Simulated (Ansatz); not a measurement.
# GeH3Cl (SMILES [Cl][GeH3]): B3LYP/6-31G(d) (spherical functions)

What is the electronic atomisation energy of GeH3Cl at B3LYP/6-31G* (spherical functions)? 

The calculation is run with Ansatz 0.2.0.

46 further runs of the same task are left out: 6 that didn't finish, 40 set aside as unsound or not needed.

## (1) The system as given

The species is GeH3Cl (5 atoms), meant as a singlet with charge 0. SMILES: `[Cl][GeH3]`. Geometry: relaxed at PBE0-D4/def2-TZVP.

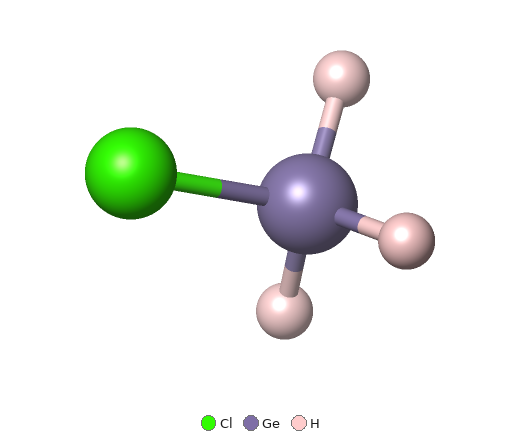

The structure, seen from a chosen angle (chlorine green, germanium purple, hydrogen pink).

## (2) A single-point energy at B3LYP/6-31G(d) (spherical functions)

input.yaml reads:

```yaml
crystal:
  periodic: [false, false, false]
  atoms:
    - symbol: Cl
      position_ang: [-1.875800, -0.025100, 0.641300]
    - symbol: Ge
      position_ang: [0.161800, -0.013900, -0.060600]
    - symbol: H
      position_ang: [0.160400, 0.656200, -1.438100]
    - symbol: H
      position_ang: [0.619000, -1.473700, -0.140600]
    - symbol: H
      position_ang: [0.984500, 0.782900, 0.956700]
basis:
  gaussian: {orbitals: 6-31G_st_-spherical.json}
output: {orbitals: {seedname: orbitals}}
hamiltonian: {xc: {name: B3LYP}}
accuracy: high
```

The basis set 6-31G* is read from a file made from the Basis Set Exchange's data (not shown).

Command:

```sh
$ ansatz run input.yaml --threads 1 --pin off --max-ram 3480MiB --events-out events.jsonl --progress --plain --runs-dir runs
```

The log of the run:

```text
Warning: RAYON_NUM_THREADS=1 ignored (pool sized by the plan → 1); use --threads N
Functional definition: B3LYP
  name "B3LYP"
  parameter a0 = 0.2
  parameter ax = 0.72
  parameter ac = 0.81
  exchange = (1 - a0 - ax)*slater_x + ax*b88_x + a0*exact_x
  correlation = (1 - ac)*vwn_rpa_c + ac*lyp_c
1128 factors; integrals over basis functions are off by at most 3.8e-9 eV
mean field evaluation 1: about -69083.3609 eV, gradient 1.7e1 eV
mean field evaluation 2: about -69083.3084 eV, gradient 1.9e1 eV
mean field evaluation 4: about -69083.8546 eV, gradient 3.1e-1 eV
mean field evaluation 8: about -69083.9228 eV, gradient 2.9e-3 eV
mean field evaluation 16: about -69083.9228 eV, gradient 3.2e-7 eV
mean field -69083.92283046 eV, -2538.7873372547 hartree, gradient 4.6e-8 eV, S^2 0.000000; 0 other end points of the search recorded, 0 dependent functions left out
reference -69083.92286704 eV, -2538.7873385990 hartree; 26, 26 occupied and 30, 30 virtual orbitals, 1128 factors
Total energy: -69083.92286704 eV, -2538.7873385990 hartree
```

It took 4.5 s on 1 thread of Arm Neoverse V1, shared host; peak memory 0.16 GiB.

## (3) The Cl atom at the same level

job.yaml reads:

```yaml
crystal:
  periodic: [false, false, false]
  atoms:
    - {symbol: Cl, position_ang: [0.000000, 0.000000, 0.000000]}
basis:
  gaussian: {orbitals: 6-31G_st_-spherical.json}
accuracy: high
magnetization: {spin_polarized: true, initial_magnetization: 1}
hamiltonian: {xc: {name: B3LYP}}
```

The basis set 6-31G* is read from a file made from the Basis Set Exchange's data (not shown).

Run the same way, it converges to -460.13279 Eh (log not shown).

## (4) The Ge atom at the same level

molecule.yaml reads:

```yaml
crystal:
  periodic: [false, false, false]
  atoms:
    - symbol: Ge
      position_ang: [0.000000, 0.000000, 0.000000]
basis:
  gaussian:
    orbitals: 6-31G_st_-spherical.json
magnetization:
  spin_polarized: true
  initial_magnetization: 2
hamiltonian:
  xc: {name: B3LYP}
accuracy: high
```

The basis set 6-31G* is read from a file made from the Basis Set Exchange's data (not shown).

Run the same way, it converges to -2076.68559 Eh (log not shown).

## (5) The H atom

run.yaml reads:

```yaml
crystal:
  periodic: [false, false, false]
  atoms:
    - symbol: H
      position_ang: [0.000000, 0.000000, 0.000000]
basis:
  gaussian: {orbitals: "6-31G*"}
magnetization: {spin_polarized: true, initial_magnetization: 1}
hamiltonian: {xc: {name: B3LYP}}
accuracy: high
```

Command:

```sh
$ ansatz run run.yaml --threads 1 --pin off --max-ram 3480MiB --events-out events.jsonl --progress --plain --runs-dir runs
```

The log of the run, cut to the lines that bear on the results:

```text
Warning: RAYON_NUM_THREADS=1 ignored (pool sized by the plan → 1); use --threads N
[... 7 set-up lines as earlier in the session ...]
3 factors; integrals over basis functions are off by at most 5.4e-10 eV
mean field evaluation 1: about -13.6135 eV, gradient 2.1e-1 eV
mean field evaluation 2: about -13.6127 eV, gradient 2.0e-1 eV
mean field evaluation 4: about -13.6131 eV, gradient 4.2e-7 eV
mean field evaluation 8: about -13.6131 eV, gradient 8.0e-10 eV
mean field -13.61309805 eV, -0.5002721262 hartree, gradient 8.6e-9 eV, S^2 0.750000; 0 other end points of the search recorded, 0 dependent functions left out
reference -13.61311596 eV, -0.5002727842 hartree; 1, 0 occupied and 1, 2 virtual orbitals, 3 factors
Total energy: -13.61311596 eV, -0.5002727842 hartree
```

It took 0.12 s on 1 thread of Arm Neoverse V1, shared host.

## (6) Summary of results

Level: B3LYP/6-31G* (spherical functions).

```
                     quantity           value
       molecule: total energy  -2538.78734 Eh
        molecule: HOMO energy        -8.37 eV
        molecule: LUMO energy        -0.59 eV
      molecule: HOMO–LUMO gap         7.78 eV
        Cl atom: total energy   -460.13279 Eh
                Cl atom: ⟨S²⟩           0.752
        Ge atom: total energy  -2076.68559 Eh
                Ge atom: ⟨S²⟩           2.002
         H atom: total energy     -0.50027 Eh
                 H atom: ⟨S²⟩           0.750
electronic atomisation energy       12.739 eV
```

**Reading.** Taking the molecule apart into free atoms costs 12.74 eV (294 kcal/mol), before zero-point energy and without spin-orbit coupling.
